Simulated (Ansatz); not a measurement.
**AlBH (quartet): one geometry, many settings at a displaced geometry (v2)**

What do other methods and options give for AlBH (quartet) at this geometry, and how long do they take?

The runs use Ansatz 0.2.0, Gaussian basis; the settings change from run to run.

20 further runs of the same task are left out: 8 that didn't finish, 12 set aside as unsound or not needed.

## (1) What is computed

The geometry is a PBE0/def2-TZVP stationary point (not a proven minimum) with its atoms shifted at random (size 0.100 Å).

3 atoms, charge 0, spin multiplicity 4.

Atoms are counted from 1 here; the program's logs count them from 0.

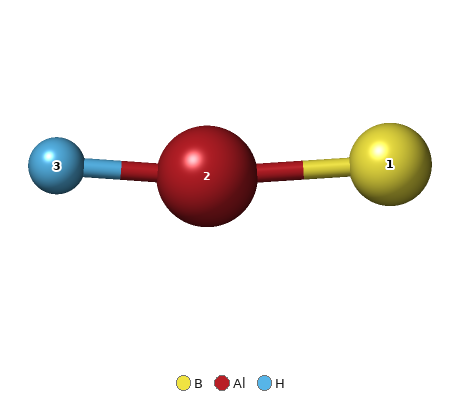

The geometry (boron yellow, aluminium red, hydrogen blue); atoms are numbered from 1 in the order of the file.

## (2) BCCD on UHF/6-31G

The input, in.yaml:

```yaml
crystal:
  periodic: [false, false, false]
  atoms:
    - {symbol: B, position_ang: [0.084376, 0.005225, 1.811998]}
    - {symbol: Al, position_ang: [-0.080498, 0.013599, -0.113409]}
    - {symbol: H, position_ang: [-0.003878, -0.018825, -1.698589]}
basis:
  gaussian: {orbitals: 6-31G}
magnetization: {spin_polarized: true, initial_magnetization: 3}
correlation: {method: bccd, electrons: outside_noble_gas}
scf: {omitted_lower_state_checks: [cluster_reference]}
output: {forces: true}
```

The run is started by

```console
> ansatz run in.yaml --threads 1 --pin off --events-out ev --progress --plain --max-ram 2393MiB
```

The program printed (excerpt; [...] marks lines left out):

```text
Functional definition: HF
  name "HF"
  cite "Fock, Z. Phys. 61, 126 (1930) doi:10.1007/BF01340294"
  parent pbe
[...]
296 factors; integrals over basis functions are off by at most 1.3e-4 eV
[...]
mean field -7265.16845887 eV, -266.9900163552 hartree, gradient 8.2e-6 eV, S^2 3.755166; 4 other end points of the search recorded, 0 dependent functions left out
6 core orbitals not correlated: weight in the atoms' cores, before any rotation towards them, 1.000 or more for the frozen orbitals, at most 0.000 for the correlated occupied ones
reference -7265.16845887 eV, -266.9900163552 hartree; 5, 2 occupied and 13, 16 virtual orbitals, 296 factors
second order -1.56101917 eV of doubles, -0.00000000 eV of singles
cycle   1  -1.93209930 eV  change   -3.7e-1 eV  update   6.6e-2
[...]
cycle  14  -2.14625559 eV  change   -2.6e-7 eV  update   5.2e-7
[...]
Total energy: -7267.31471446 eV, -267.0688897936 hartree
Atom 0 at     0.084376     0.005225     1.811998 Å, force     0.023881     0.006252     0.927723 eV/Å
Atom 1 at    -0.080498     0.013599    -0.113409 Å, force     0.029440    -0.012753    -0.634676 eV/Å
Atom 2 at    -0.003878    -0.018825    -1.698589 Å, force    -0.053321     0.006501    -0.293046 eV/Å
Dipole moment:    -0.039866     0.003757    -0.314984 e Å
Checks for a lower state left out: cluster_reference
```

Wall time 1.1 s (1 thread of Arm Neoverse N1, shared host).

From the report: ⟨S²⟩ of the determinant 3.755 (pure quartet: 3.75); correlation -2.1463 eV; largest double amplitude 0.09.

## (3) MP2 on UHF/6-31G

in.yaml, as its differences from that of step 2:

```diff
@@ -9,4 +9,3 @@
 magnetization: {spin_polarized: true, initial_magnetization: 3}
-correlation: {method: bccd, electrons: outside_noble_gas}
-scf: {omitted_lower_state_checks: [cluster_reference]}
+correlation: {method: mp2, electrons: valence}
 output: {forces: true}
```

Launched as before.

The program printed (excerpt; [...] marks lines left out):

```text
Functional definition: HF
  name "HF"
  cite "Fock, Z. Phys. 61, 126 (1930) doi:10.1007/BF01340294"
  parent pbe
[...]
296 factors; integrals over basis functions are off by at most 1.3e-4 eV
[...]
mean field -7265.16845887 eV, -266.9900163552 hartree, gradient 8.2e-6 eV, S^2 3.755166; 4 other end points of the search recorded, 0 dependent functions left out
6 core orbitals not correlated: weight in the atoms' cores, before any rotation towards them, 1.000 or more for the frozen orbitals, at most 0.000 for the correlated occupied ones
reference -7265.16845887 eV, -266.9900163552 hartree; 5, 2 occupied and 13, 16 virtual orbitals, 296 factors
second order -1.56101917 eV of doubles, -0.00000000 eV of singles
[...]
Total energy: -7266.72947804 eV, -267.0473827517 hartree
Atom 0 at     0.084376     0.005225     1.811998 Å, force    -0.005502     0.009506     0.737678 eV/Å
Atom 1 at    -0.080498     0.013599    -0.113409 Å, force     0.083120    -0.022498    -0.617877 eV/Å
Atom 2 at    -0.003878    -0.018825    -1.698589 Å, force    -0.077618     0.012993    -0.119802 eV/Å
Dipole moment:    -0.048828     0.005145    -0.338537 e Å
```

Wall time 0.57 s (1 thread of Arm Neoverse N1, shared host).

From the report: ⟨S²⟩ of the determinant 3.755 (pure quartet: 3.75).

## (4) CCSDT(Q)/B on ROHF/6-31G

in.yaml, as its differences from that of step 3:

```diff
@@ -8,4 +8,3 @@
   gaussian: {orbitals: 6-31G}
-magnetization: {spin_polarized: true, initial_magnetization: 3}
-correlation: {method: mp2, electrons: valence}
-output: {forces: true}
+magnetization: {spin_polarized: false, initial_magnetization: 3}
+correlation: {method: ccsdt_q_b, electrons: outside_noble_gas}
```

Same command.

The program printed (excerpt; [...] marks lines left out):

```text
Functional definition: HF
  name "HF"
  cite "Fock, Z. Phys. 61, 126 (1930) doi:10.1007/BF01340294"
  parent pbe
[...]
498 factors; integrals over basis functions are off by at most 9.8e-8 eV
[...]
mean field -7265.13757116 eV, -266.9888812529 hartree, gradient 2.8e-6 eV, S^2 3.750000; 5 other end points of the search recorded, 0 dependent functions left out
determinant -7265.13757116 eV, -266.9888812529 hartree, with singles and doubles -7267.32043283 eV, -267.0690999399 hartree
determinant -7262.67339245 eV, -266.8983243558 hartree, with singles and doubles -7264.37497303 eV, -266.9608562887 hartree
determinant -7262.46808817 eV, -266.8907795627 hartree, with singles and doubles -7264.21148452 eV, -266.9548481969 hartree
determinant -7261.81403806 eV, -266.8667436642 hartree, with singles and doubles -7264.03100089 eV, -266.9482155458 hartree
6 core orbitals not correlated: weight in the atoms' cores, before any rotation towards them, 1.000 or more for the frozen orbitals, at most 0.000 for the correlated occupied ones
reference -7265.13757116 eV, -266.9888812529 hartree; 5, 2 occupied and 13, 16 virtual orbitals, 498 factors
second order -1.57467422 eV of doubles, -0.01719071 eV of singles
cycle   1  -1.94869267 eV  change   -3.6e-1 eV  update   7.1e-2
[...]
cycle  16  -2.27170385 eV  change    4.7e-7 eV  update   6.6e-7
perturbative correction -0.00584257 eV, -0.0002147103 hartree
Total energy: -7267.41511757 eV, -267.0725795399 hartree
```

Run time: 3.6 s. Hardware: 1 thread of Arm Neoverse N1, shared host.

From the report: correlation -2.2775 eV; T1 0.030; largest double amplitude 0.10.

## (5) MRCISD+Q(7,5)/6-31G

in.yaml, as its differences from that of step 4:

```diff
@@ -9,2 +9,3 @@
 magnetization: {spin_polarized: false, initial_magnetization: 3}
-correlation: {method: ccsdt_q_b, electrons: outside_noble_gas}
+correlation: {method: fic_mrcisd_q, electrons: valence, active_space: {window: {electrons: 7, orbitals: 5}}}
+accuracy: high
```

Launched as before.

The program printed (excerpt; [...] marks lines left out):

```text
Functional definition: HF
  name "HF"
  cite "Fock, Z. Phys. 61, 126 (1930) doi:10.1007/BF01340294"
  parent pbe
[...]
523 factors; integrals over basis functions are off by at most 2.9e-9 eV
[...]
mean field -7265.13757118 eV, -266.9888812539 hartree, gradient 1.7e-8 eV, S^2 3.750000; 2 other end points of the search recorded, 0 dependent functions left out
reference -7265.13757118 eV, -266.9888812539 hartree; 11, 8 occupied and 13, 16 virtual orbitals, 523 factors
state -7265.13757289 eV, -266.9888813164 hartree
contracted CI cycle   1: correlation 0.00000000 eV, 0.0000000000 hartree, residual 8.40e0 eV
contracted CI cycle   2: correlation -1.94562560 eV, -0.0715004219 hartree, residual 1.73e0 eV
contracted CI cycle   3: correlation -2.06429273 eV, -0.0758613586 hartree, residual 6.13e-1 eV
contracted CI cycle   4: correlation -2.07651412 eV, -0.0763104864 hartree, residual 1.81e-1 eV
[...]
contracted CI cycle   7: correlation -2.07778711 eV, -0.0763572679 hartree, residual 9.66e-3 eV
contracted CI cycle   8: correlation -2.07779047 eV, -0.0763573915 hartree, residual 3.67e-3 eV
contracted CI cycle   9: correlation -2.07779092 eV, -0.0763574078 hartree, residual 1.30e-3 eV
contracted CI cycle  10: correlation -2.07779097 eV, -0.0763574097 hartree, residual 3.90e-4 eV
contracted CI cycle  11: correlation -2.07779097 eV, -0.0763574099 hartree, residual 1.37e-4 eV
contracted CI cycle  12: correlation -2.07779097 eV, -0.0763574099 hartree, residual 5.16e-5 eV
contracted CI cycle  13: correlation -2.07779097 eV, -0.0763574099 hartree, residual 1.87e-5 eV
contracted CI cycle  14: correlation -2.07779097 eV, -0.0763574099 hartree, residual 6.83e-6 eV
contracted CI cycle  15: correlation -2.07779097 eV, -0.0763574099 hartree, residual 2.31e-6 eV
state -7265.13757289 eV, -266.9888813164 hartree; corrected -7267.38586332 eV, -267.0715044661 hartree
Total energy: -7267.38586332 eV, -267.0715044661 hartree
```

Wall time 1.1 s (1 thread of Arm Neoverse N1, shared host).

From the report: 6 determinants; active occupations 2.00, 2.00, 1.00, 1.00, 1.00.

## (6) BCCD(T) on UHF/6-31G

The input, in.yaml:

```yaml
crystal:
  periodic: [false, false, false]
  atoms:
    - {symbol: B, position_ang: [0.084376, 0.005225, 1.811998]}
    - {symbol: Al, position_ang: [-0.080498, 0.013599, -0.113409]}
    - {symbol: H, position_ang: [-0.003878, -0.018825, -1.698589]}
basis:
  gaussian: {orbitals: 6-31G, fitting: {mean_field: def2-universal-jkfit}}
magnetization: {spin_polarized: true, initial_magnetization: 3}
correlation: {method: bccd_t, electrons: outside_noble_gas}
```

Launched as before.

The program printed (excerpt; [...] marks lines left out):

```text
Functional definition: HF
  name "HF"
  cite "Fock, Z. Phys. 61, 126 (1930) doi:10.1007/BF01340294"
  parent pbe
[...]
221 factors; integrals over basis functions are off by at most 8.9e-2 eV
[...]
mean field -7265.16802853 eV, -266.9900005409 hartree, gradient 2.4e-6 eV, S^2 3.755164; 5 other end points of the search recorded, 0 dependent functions left out
determinant -7265.16802853 eV, -266.9900005409 hartree, with singles and doubles -7267.32117354 eV, -267.0691271602 hartree
determinant -7262.69305616 eV, -266.8990469838 hartree, with singles and doubles -7264.37494128 eV, -266.9608551217 hartree
determinant -7262.52370181 eV, -266.8928233263 hartree, with singles and doubles -7264.21123863 eV, -266.9548391604 hartree
determinant -7261.99415655 eV, -266.8733628968 hartree, with singles and doubles -7264.02570422 eV, -266.9480208966 hartree
6 core orbitals not correlated: weight in the atoms' cores, before any rotation towards them, 1.000 or more for the frozen orbitals, at most 0.000 for the correlated occupied ones
reference -7265.16802853 eV, -266.9900005409 hartree; 5, 2 occupied and 13, 16 virtual orbitals, 221 factors
second order -1.56023387 eV of doubles, -0.00000000 eV of singles
cycle   1  -2.14859130 eV  change    4.6e-3 eV  update   8.8e-3
[...]
cycle   9  -2.14655773 eV  change    1.9e-6 eV  update   4.7e-6
perturbative correction -0.06777235 eV, -0.0024905881 hartree
Total energy: -7267.38235862 eV, -267.0713756705 hartree
```

Run time: 1.1 s. Hardware: 1 thread of Arm Neoverse N1, shared host.

From the report: ⟨S²⟩ of the determinant 3.755 (pure quartet: 3.75); correlation -2.2143 eV; largest double amplitude 0.09.

## (7) BCCD on UHF/def2-SVP

in.yaml, as its differences from that of step 6:

```diff
@@ -7,4 +7,4 @@
 basis:
-  gaussian: {orbitals: 6-31G, fitting: {mean_field: def2-universal-jkfit}}
+  gaussian: {orbitals: def2-SVP}
 magnetization: {spin_polarized: true, initial_magnetization: 3}
-correlation: {method: bccd_t, electrons: outside_noble_gas}
+correlation: {method: bccd, electrons: all}
```

Same command.

The program printed (excerpt; [...] marks lines left out):

```text
Functional definition: HF
  name "HF"
  cite "Fock, Z. Phys. 61, 126 (1930) doi:10.1007/BF01340294"
  parent pbe
[...]
355 factors; integrals over basis functions are off by at most 1.2e-3 eV
[...]
mean field -7263.49087131 eV, -266.9283661498 hartree, gradient 2.9e-6 eV, S^2 3.757147; 7 other end points of the search recorded, 0 dependent functions left out
determinant -7263.49087131 eV, -266.9283661498 hartree, with singles and doubles -7266.94189250 eV, -267.0551888391 hartree
determinant -7261.03856176 eV, -266.8382454359 hartree, with singles and doubles -7264.12830634 eV, -266.9517914548 hartree
determinant -7260.78032372 eV, -266.8287553629 hartree, with singles and doubles -7263.88587775 eV, -266.9428823688 hartree
determinant -7260.05767307 eV, -266.8021984414 hartree, with singles and doubles -7263.33602657 eV, -266.9226757103 hartree
reference -7263.49087131 eV, -266.9283661498 hartree; 11, 8 occupied and 26, 29 virtual orbitals, 355 factors
second order -2.76261248 eV of doubles, -0.00000000 eV of singles
cycle   1  -3.44476108 eV  change    6.3e-3 eV  update   7.1e-3
[...]
cycle   8  -3.44361926 eV  change   -3.1e-6 eV  update   1.2e-5
Total energy: -7266.93449058 eV, -267.0549168235 hartree
```

Wall time 6 s (1 thread of Arm Neoverse N1, shared host).

From the report: ⟨S²⟩ of the determinant 3.757 (pure quartet: 3.75); correlation -3.4436 eV; largest double amplitude 0.07.

## (8) BCCD(T) on ROHF/STO-3G

The input, in.yaml:

```yaml
crystal:
  periodic: [false, false, false]
  atoms:
    - {symbol: B, position_ang: [0.084376, 0.005225, 1.811998]}
    - {symbol: Al, position_ang: [-0.080498, 0.013599, -0.113409]}
    - {symbol: H, position_ang: [-0.003878, -0.018825, -1.698589]}
basis:
  gaussian: {orbitals: STO-3G}
magnetization: {spin_polarized: false, initial_magnetization: 3}
correlation: {method: bccd_t, electrons: outside_noble_gas, diis_vectors: 4}
output: {forces: true}
```

The command is unchanged.

The program printed (excerpt; [...] marks lines left out):

```text
Functional definition: HF
  name "HF"
  cite "Fock, Z. Phys. 61, 126 (1930) doi:10.1007/BF01340294"
  parent pbe
[...]
166 factors; integrals over basis functions are off by at most 1.4e-4 eV
[...]
mean field -7176.12360276 eV, -263.7176782503 hartree, gradient 2.1e-6 eV, S^2 3.750000; 2 other end points of the search recorded, 0 dependent functions left out
determinant -7176.12360276 eV, -263.7176782503 hartree, with singles and doubles -7178.07576558 eV, -263.7894189104 hartree
determinant -7172.95665904 eV, -263.6012952151 hartree, with singles and doubles -7174.30948613 eV, -263.6510106936 hartree
6 core orbitals not correlated: weight in the atoms' cores, before any rotation towards them, 0.999 or more for the frozen orbitals, at most 0.000 for the correlated occupied ones
reference -7176.12360276 eV, -263.7176782503 hartree; 5, 2 occupied and 4, 7 virtual orbitals, 166 factors
second order -1.28192409 eV of doubles, -0.00542659 eV of singles
cycle   1  -1.94836575 eV  change    3.8e-3 eV  update   2.3e-2
[...]
cycle  12  -1.93247727 eV  change   -7.7e-7 eV  update   1.1e-6
perturbative correction -0.06650841 eV, -0.0024441390 hartree
[...]
Total energy: -7178.12258845 eV, -263.7911396191 hartree
Atom 0 at     0.084376     0.005225     1.811998 Å, force    -0.245075     0.017897    -2.388321 eV/Å
Atom 1 at    -0.080498     0.013599    -0.113409 Å, force     0.360813    -0.055148     1.013127 eV/Å
Atom 2 at    -0.003878    -0.018825    -1.698589 Å, force    -0.115738     0.037251     1.375194 eV/Å
Dipole moment:    -0.069489     0.008459    -0.382995 e Å
```

It took 0.69 s on 1 thread of Arm Neoverse N1, shared host.

From the report: correlation -1.9990 eV; largest double amplitude 0.10.

## (9) CCSD(T) on ROHF/6-31++G**

in.yaml, as its differences from that of step 8:

```diff
@@ -7,5 +7,5 @@
 basis:
-  gaussian: {orbitals: STO-3G}
+  gaussian: {orbitals: "6-31++G**"}
 magnetization: {spin_polarized: false, initial_magnetization: 3}
-correlation: {method: bccd_t, electrons: outside_noble_gas, diis_vectors: 4}
-output: {forces: true}
+hamiltonian: {pseudopotentials: {relativity: none}}
+correlation: {method: ccsd_t, electrons: all}
```

The command is unchanged.

The program printed (excerpt; [...] marks lines left out):

```text
Functional definition: HF
  name "HF"
  cite "Fock, Z. Phys. 61, 126 (1930) doi:10.1007/BF01340294"
  parent pbe
[...]
401 factors; integrals over basis functions are off by at most 1.2e-3 eV
[...]
mean field -7265.77594794 eV, -267.0123411670 hartree, gradient 1.5e-6 eV, S^2 3.750000; 5 other end points of the search recorded, 0 dependent functions left out
[...]
determinant -7265.77594794 eV, -267.0123411670 hartree, with singles and doubles -7269.35624665 eV, -267.1439147179 hartree
determinant -7263.34726924 eV, -266.9230888709 hartree, with singles and doubles -7266.57790991 eV, -267.0418127256 hartree
determinant -7263.03775223 eV, -266.9117143306 hartree, with singles and doubles -7266.32355849 eV, -267.0324654835 hartree
determinant -7262.72143144 eV, -266.9000897559 hartree, with singles and doubles -7266.34575839 eV, -267.0332813147 hartree
reference -7265.77594794 eV, -267.0123411670 hartree; 11, 8 occupied and 37, 40 virtual orbitals, 401 factors
second order -2.91153201 eV of doubles, -0.02304296 eV of singles
cycle   1  -3.56870318 eV  change   -2.9e-1 eV  update   1.9e-2
[...]
cycle   9  -3.58832285 eV  change    3.0e-6 eV  update   1.3e-5
perturbative correction -0.14276998 eV, -0.0052467000 hartree
Total energy: -7269.50704077 eV, -267.1494562995 hartree
```

Wall time 9.5 s (1 thread of Arm Neoverse N1, shared host).

From the report: correlation -3.7311 eV; T1 0.020; largest double amplitude 0.05.

## (10) CCSD(T) on ROHF/def2-SVPD

in.yaml, as its differences from that of step 9:

```diff
@@ -7,5 +7,5 @@
 basis:
-  gaussian: {orbitals: "6-31++G**"}
+  gaussian: {orbitals: def2-SVPD}
 magnetization: {spin_polarized: false, initial_magnetization: 3}
-hamiltonian: {pseudopotentials: {relativity: none}}
-correlation: {method: ccsd_t, electrons: all}
+correlation: {method: ccsd_t, electrons: outside_noble_gas}
+accuracy: high
```

The command is unchanged.

The program printed (excerpt; [...] marks lines left out):

```text
Functional definition: HF
  name "HF"
  cite "Fock, Z. Phys. 61, 126 (1930) doi:10.1007/BF01340294"
  parent pbe
[...]
918 factors; integrals over basis functions are off by at most 3.6e-9 eV
[...]
mean field -7263.52216329 eV, -266.9295161089 hartree, gradient 1.3e-8 eV, S^2 3.750000; 3 other end points of the search recorded, 0 dependent functions left out
[...]
determinant -7263.52216329 eV, -266.9295161089 hartree, with singles and doubles -7266.90301741 eV, -267.0537602062 hartree
determinant -7261.04856707 eV, -266.8386131244 hartree, with singles and doubles -7264.10823265 eV, -266.9510537604 hartree
determinant -7260.71675294 eV, -266.8264191800 hartree, with singles and doubles -7263.87348904 eV, -266.9424270919 hartree
determinant -7260.43409794 eV, -266.8160318004 hartree, with singles and doubles -7263.86832471 eV, -266.9422373064 hartree
6 core orbitals not correlated: weight in the atoms' cores, before any rotation towards them, 1.000 or more for the frozen orbitals, at most 0.000 for the correlated occupied ones
reference -7263.52216329 eV, -266.9295161089 hartree; 5, 2 occupied and 41, 44 virtual orbitals, 918 factors
second order -2.65462414 eV of doubles, -0.02113672 eV of singles
cycle   1  -3.36669695 eV  change   -1.3e-1 eV  update   1.9e-2
[...]
cycle  24  -3.38448567 eV  change  -8.8e-11 eV  update  3.6e-10
perturbative correction -0.13948870 eV, -0.0051261151 hartree
Total energy: -7267.04613766 eV, -267.0590197781 hartree
```

Wall time 8 s (1 thread of Arm Neoverse N1, shared host).

From the report: correlation -3.5240 eV; T1 0.032; largest double amplitude 0.05.

## (11) All runs side by side

Where basis and cores are those of an earlier FCI/6-31G run (-7267.4174 eV), and the state is the same kind, the miss against it is given.

```tsv
level	correlated	functions	energy (eV)	from FCI (meV)	time
BCCD on UHF/6-31G	outside noble gas	24	-7267.3147	102.7	1.1 s
MP2 on UHF/6-31G	valence	24	-7266.7295	687.9	0.57 s
CCSDT(Q)/B on ROHF/6-31G	outside noble gas	24	-7267.4151	2.3	3.6 s
MRCISD+Q(7,5)/6-31G	valence	24	-7267.3859		1.1 s
BCCD(T) on UHF/6-31G	outside noble gas	24	-7267.3824	35.1	1.1 s
BCCD on UHF/def2-SVP	all	37	-7266.9345		6 s
BCCD(T) on ROHF/STO-3G	outside noble gas	15	-7178.1226		0.69 s
CCSD(T) on ROHF/6-31++G**	all	48	-7269.5070		9.5 s
CCSD(T) on ROHF/def2-SVPD	outside noble gas	52	-7267.0461		8 s
```

## (12) Outcome

| quantity | value |
| --- | --- |
| runs | 9 |
| quickest | MP2 on UHF/6-31G, 0.57 s |
| slowest | CCSD(T) on ROHF/6-31++G**, 9.5 s |

What this shows: Total energies in different bases, with other cores or another treatment of relativity can't be set against each other. CCSD(T) on ROHF/6-31++G** took 17 times as long as MP2 on UHF/6-31G; the jobs differ in more than the method. Among the correlated runs with a miss given, it spans +2 to +688 meV.
